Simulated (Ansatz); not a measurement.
CdO$_{5}$

```
CELL_PARAMETERS angstrom
3.76919 0.00000 0.00000
-1.88459 3.26421 0.00000
0.00000 0.00000 7.83623
ATOMIC_POSITIONS crystal
Cd 0.00000 0.00000 0.00000
O 0.00000 0.00000 0.57748
O 0.00000 0.00000 0.42252
O 0.66667 0.33333 0.57738
O 0.66667 0.33333 0.42262
O 0.33333 0.66667 0.00000
```

Space group P-6m2; a generated structure, not necessarily the stable one; changed on purpose from its base cell (volume × 0.88, shape and atoms relaxed).

Computed with Ansatz, DFT PBE, scalar-relativistic, plane waves, PAW.

Question: What will maps of the valence pseudo-density and electron localisation function show?

Answer: O–O (1.21 Å): ρ is about 3.6 e/Å³ halfway; the ELF peaks at about 0.75 between the atoms.
Cd–O (2.18 Å): ρ at the midpoint is about 0.53 e/Å³; the ELF peaks at about 0.80 in the valence shell of O, 0.6 Å from its nucleus, and drops to about 0.10 between the two atoms (no localised pair shows between them).

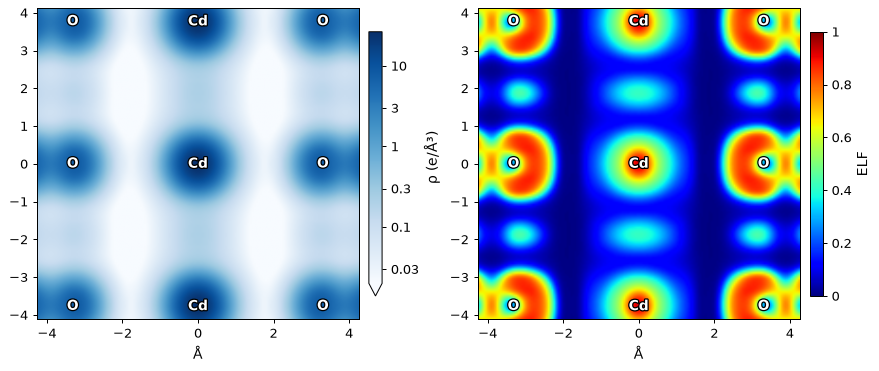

Computed valence pseudo-density and electron localisation function on the (11̄0) plane of the conventional cell, in this order. 
